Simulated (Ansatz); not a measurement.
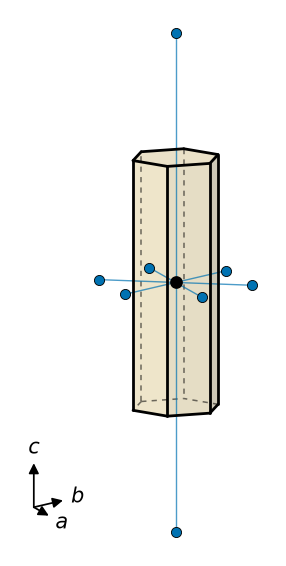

For GaN, the end point of a relaxation with DFT, PBE, plane waves, PAW in Ansatz 0.2.0; the starting structure was generated, so it need not be a known form of this composition: the Wigner–Seitz cell of the crystal's lattice, with lines to the lattice points that define its faces. The drawing is computed from the coordinates (standard cell, symmetry found to 0.002 Å).

a = 3.217 Å, b = 3.217 Å, c = 10.495 Å, α = 90.00°, β = 90.00°, γ = 120.00°; lattice centring P.

What is the cell's combinatorial type?

Answer. A hexagonal prism: 8 faces (6 with 4 edges, 2 with 6 edges), 18 edges, 12 vertices. Its volume is that of the primitive cell, 94.1 Å³.

Which lattice vectors do the faces bisect?

Answer.
```csv
example,length (Å),faces,edges of each,area (Å²)
a + b,3.22,6,4,19.5
c,10.50,2,6,9.0
```
